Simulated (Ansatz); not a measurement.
# CAM-B3LYP/6-311+G(d,p) run of C2H4Si (SMILES C#C[SiH3])

Aim: the vertical singlet–triplet gap of C2H4Si at CAM-B3LYP/6-311+G**, from 2 runs. 

The results are computed with Ansatz 0.2.0.

49 further runs of the same task are left out: 7 that didn't finish, 42 set aside as unsound or not needed.

**1. Starting point**

C2H4Si: 7 atoms, total charge 0, spin state singlet. As SMILES, `C#C[SiH3]`. The shape is that of a PBE0-D4/def2-TZVP optimisation.

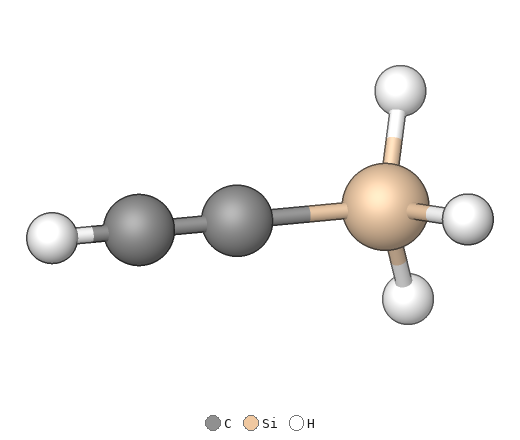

The structure, seen from a chosen angle (carbon grey, silicon light orange, hydrogen white).

**2. The energy at CAM-B3LYP/6-311+G(d,p)**

in.yaml

```yaml
crystal:
  periodic: [false, false, false]
  atoms:
    - symbol: C
      position_ang: [-0.580700, -1.871400, 0.172200]
    - symbol: C
      position_ang: [-0.218500, -0.726500, 0.062400]
    - symbol: Si
      position_ang: [0.329800, 1.004300, -0.103800]
    - symbol: H
      position_ang: [-0.901000, -2.883500, 0.269300]
    - symbol: H
      position_ang: [-0.094500, 1.528300, -1.425000]
    - symbol: H
      position_ang: [-0.281700, 1.818100, 0.974900]
    - symbol: H
      position_ang: [1.807900, 1.062900, 0.004400]
basis:
  gaussian: {orbitals: 6-311+G_st__st_-spherical.json}
magnetization: {spin_polarized: false}
hamiltonian: {xc: {name: CAM-B3LYP}}
accuracy: high
output: {orbitals: {seedname: orbitals}}
```

The basis set 6-311+G** is read from a file made from the Basis Set Exchange's data (not shown).

The run is started by

```bash
$ ansatz run in.yaml --threads 1 --pin off --max-ram 3480MiB --events-out events.jsonl --progress --plain --runs-dir runs
```

Log:

```text
Warning: RAYON_NUM_THREADS=1 ignored (pool sized by the plan → 1); use --threads N
Functional definition: CAM-B3LYP
  name "CAM-B3LYP"
  parameter alpha = 0.19
  parameter beta = 0.46
  parameter omega = 0.33/bohr
  parameter ac = 0.81
  exchange = (1 - alpha - beta)*b88_x + beta*b88_x_sr(omega) + alpha*exact_x + beta*exact_x_lr(omega)
  correlation = (1 - ac)*vwn5_c + ac*lyp_c
1694 factors; integrals over basis functions are off by at most 4.2e-9 eV
446 factors; integrals over basis functions are off by at most 2.5e-9 eV
mean field evaluation 1: about -10010.5798 eV, gradient 3.9e1 eV
mean field evaluation 2: about -10011.6220 eV, gradient 3.3e1 eV
mean field evaluation 4: about -10014.3908 eV, gradient 3.6e0 eV
mean field evaluation 8: about -10014.4213 eV, gradient 4.7e-2 eV
mean field evaluation 16: about -10014.4213 eV, gradient 4.7e-7 eV
mean field -10014.42130165 eV, -368.0231948171 hartree, gradient 3.3e-8 eV, S^2 0.000000; 0 other end points of the search recorded, 0 dependent functions left out
reference -10014.42132341 eV, -368.0231956168 hartree; 15, 15 occupied and 83, 83 virtual orbitals, 1694 factors
Total energy: -10014.42132341 eV, -368.0231956168 hartree
```

It took 6.9 s on 1 thread of Arm Neoverse V1, shared host; peak memory 0.28 GiB.

**3. The triplet, same level**

in.yaml: that of step 2 with these lines changed.

```diff
@@ -18,6 +18,10 @@
 basis:
-  gaussian: {orbitals: 6-311+G_st__st_-spherical.json}
-magnetization: {spin_polarized: false}
-hamiltonian: {xc: {name: CAM-B3LYP}}
+  gaussian:
+    orbitals: 6-311+G_st__st_-spherical.json
+magnetization:
+  spin_polarized: true
+  initial_magnetization: 2
 accuracy: high
 output: {orbitals: {seedname: orbitals}}
+hamiltonian:
+  xc: {name: CAM-B3LYP}
```

The basis set 6-311+G** is read from a file made from the Basis Set Exchange's data (not shown).

The run is started by

```bash
$ ansatz run in.yaml --threads 1 --pin off --max-ram 3480MiB --events-out events.jsonl --progress --plain --runs-dir runs
```

Log:

```text
Warning: RAYON_NUM_THREADS=1 ignored (pool sized by the plan → 1); use --threads N
[... 8 set-up lines as earlier in the session ...]
1694 factors; integrals over basis functions are off by at most 4.2e-9 eV
446 factors; integrals over basis functions are off by at most 2.5e-9 eV
mean field evaluation 1: about -9998.1885 eV, gradient 4.0e1 eV
mean field evaluation 2: about -9979.3106 eV, gradient 6.4e1 eV
mean field evaluation 4: about -10008.5923 eV, gradient 5.1e0 eV
mean field evaluation 8: about -10009.0869 eV, gradient 6.5e-1 eV
mean field evaluation 16: about -10009.1384 eV, gradient 1.3e-2 eV
mean field evaluation 32: about -10009.1385 eV, gradient 2.0e-5 eV
mean field evaluation 64: about -10009.1233 eV, gradient 1.5e0 eV
mean field -10009.13845437 eV, -367.8290537604 hartree, gradient 2.3e-8 eV, S^2 2.005755; 4 other end points of the search recorded, 0 dependent functions left out
reference -10009.13847610 eV, -367.8290545591 hartree; 16, 14 occupied and 82, 84 virtual orbitals, 1694 factors
Total energy: -10009.13847610 eV, -367.8290545591 hartree
```

Wall time 1.9 min (1 thread of Arm Neoverse V1, shared host); peak memory 0.45 GiB.

**4. What came out**

At CAM-B3LYP/6-311+G**:

```
                                        quantity          value
                           singlet: total energy  -368.02320 Eh
                            singlet: HOMO energy       -9.67 eV
                            singlet: LUMO energy        0.60 eV
                          singlet: HOMO–LUMO gap       10.26 eV
                           triplet: total energy  -367.82905 Eh
     triplet: HOMO energy (highest over α and β)       -4.50 eV
      triplet: LUMO energy (lowest over α and β)       -4.00 eV
                                   triplet: ⟨S²⟩          2.006
vertical energy of the triplet above the singlet       5.283 eV
```

In words: At this shape the triplet lies 5.28 eV (510 kJ/mol) above the singlet.
